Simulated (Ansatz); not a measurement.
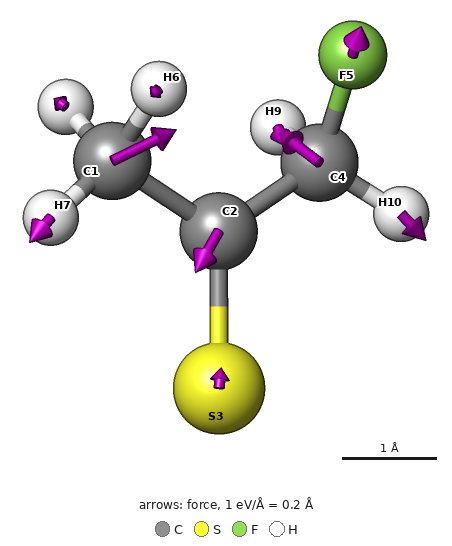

Starting geometry of C$_{3}$H$_{5}$FS with the computed forces as purple arrows. The picture is a ball-and-stick view, seen at a tilt.

The run prepares an end point of a later path (hydrogen shift) calculation, from a guessed geometry.

The calculation used Ansatz 0.2.0, RKS r2SCAN/def2-SVP. Settings: no spin polarisation; force threshold 0.02 eV/Å; at most 50 steps.

Q: Is this structure relaxed? If not, where do the atoms go?

A: It isn't relaxed: the largest force vector, on a C atom, is 3.98 eV/Å. The final displacements have little in common with the starting forces (cosine between the two patterns 0.05). After 10 accepted moves (11 points after the start) the energy has fallen by 41.9 kJ/mol. Largest force component: 3.5 eV/Å at the start, 0.011 eV/Å at the end. The line search rejected the trial step at point 10 of the run. The forces were under the threshold at step 8, but the run went on from there. The F atom moves most after the best rigid fit: 0.64 Å. Largest moves by element: F 0.64 Å, H 0.58 Å, S 0.33 Å, C 0.12 Å. Some distances before and after: C–H 1.051 → 1.105 Å, C–H 1.158 → 1.105 Å, C–C 1.532 → 1.491 Å, C–F 1.340 → 1.381 Å. Bond angles that change, for instance: F–C–H 102.0° → 108.9°, C–C–H 116.3° → 109.5°, C–C–S 119.5° → 125.0°. Groups turn about C–C by about 40°.
